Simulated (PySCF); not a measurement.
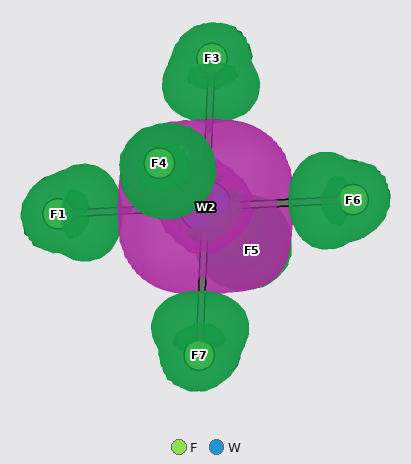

F6W, SMILES `F[W](F)(F)(F)(F)F`. Deformation density (molecule less spherical, spin-averaged free atoms at the same positions), surfaces at ±0.1 e/Å³; green: gain, purple: loss.

Method: CAM-B3LYP/def2-SVP; geometry: GFN2-xTB; program: PySCF. Core potentials replace the inner electrons of W; spin–orbit coupling isn't included. This is a single-reference result, which may miss multireference character in this system. No frequency check shows the geometry to be a minimum. GFN2-xTB bond lengths at metals and heavier atoms can be off by up to 0.1 Å and shapes distorted, which carries into these values.

Describe the bonding that the map shows.

F1–W2, W2–F5, W2–F7, W2–F3 and 2 more like them: −0.02 e/Å³ at the bond critical point (bond length 1.84 Å, Mayer order 1.1); up to 0.6 Å beside the axis the gain reaches +0.22 e/Å³. In all, 1.5 electrons gather in the regions of gain relative to the promolecule. A small or negative value marks a very polar bond, one between electron-rich atoms, whose free-atom densities already overlap strongly, a long bond to a heavier atom, or a closed-shell contact such as a hydrogen bond.

Where do the Hirshfeld charges lie?

The highest Hirshfeld charge is on W2 (+1.13 e), the lowest on F1, F3, F4, F5, F6 and F7 (−0.19 e).

```tsv
atom	charge (e)
F1	−0.19
W2	+1.13
F3	−0.19
F4	−0.19
F5	−0.19
F6	−0.19
F7	−0.19
```
